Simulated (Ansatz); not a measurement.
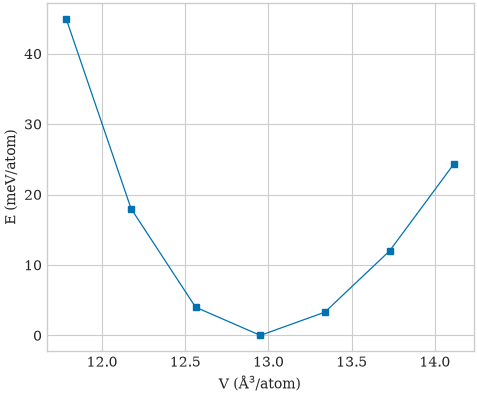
Figure: BaTiO3 in space group Amm2 (No. 38; Ba on 2a, Ti on 2b, O on 4e, O on 2a) under volume change, DFT-HSE06 in the program Ansatz with PAW potentials, shape and atoms relaxed at each volume.

**Question.** What does a third-order Birch–Murnaghan fit give for V₀, B₀ and B′?

**Answer.** V₀ = 12.95 Å³/atom, B₀ = 100 GPa, B′ = 9.0.

This is a known low-temperature phase of the composition, computed here at zero pressure and temperature. The cell was relaxed with HSE06 under the symmetry of its start; its stability against distortions is not shown here. The run is not spin-polarised. Spin–orbit coupling is left out wherever it is not named.

Potentials: the earlier of the program's two PAW sets. The files were generated under PBE; for other functionals the program regenerates the frozen cores, and for LDA and PBEsol the local potential too.
